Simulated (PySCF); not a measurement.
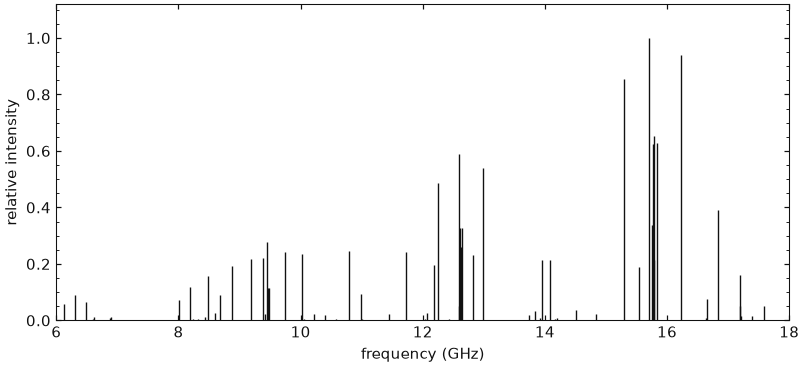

Simulated rotational absorption lines between 6 and 18 GHz at 5 K: rigid rotor with the equilibrium constants and dipole of one optimised conformer (PBE0-D3(BJ)/def2-SVP, PySCF 2.14.0), commonest isotopes; no centrifugal distortion, hyperfine structure, internal rotation or nuclear-spin weights; lines within 1 MHz of each other are summed.

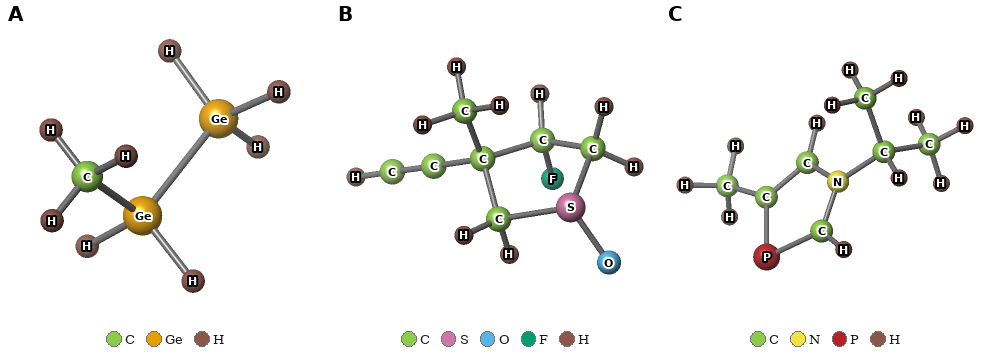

Which molecule gives this spectrum? Choose among the lettered structures.

Answer. Structure A, CH₈Ge₂, SMILES [CH3][GeH2][GeH3], singlet. Rotational constants A, B, C = 9.495, 1.669, 1.486 GHz, |μa|, |μb|, |μc| = 0.65, 0.54, 0.00 D.

Known limits of this run: coarse grid, loose stop and no frequency check, small forces are noise and the end may be a saddle.
